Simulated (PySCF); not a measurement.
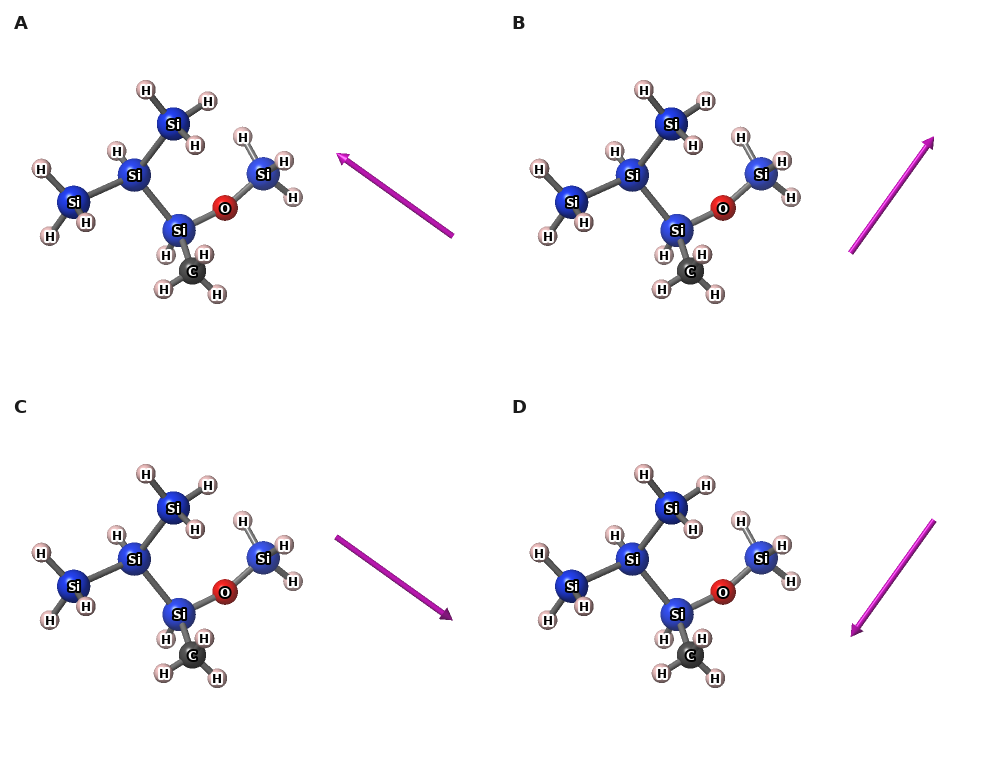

The same molecule four times, each with an arrow. Computed geometry: GFN2-xTB optimisation. No frequency run is at hand to confirm it as a minimum. Properties computed with PBE0/pcSseg-1, gas phase (PySCF 2.14.0).

**Which arrow points along the dipole moment, from the negative to the positive end?**

C. The dipole moment is 0.36 D.

The geometry is semi-empirical. Around Si such bond lengths and angles can be off by a tenth of an ångström or more and by several degrees, and values that hang on the shape move with them.
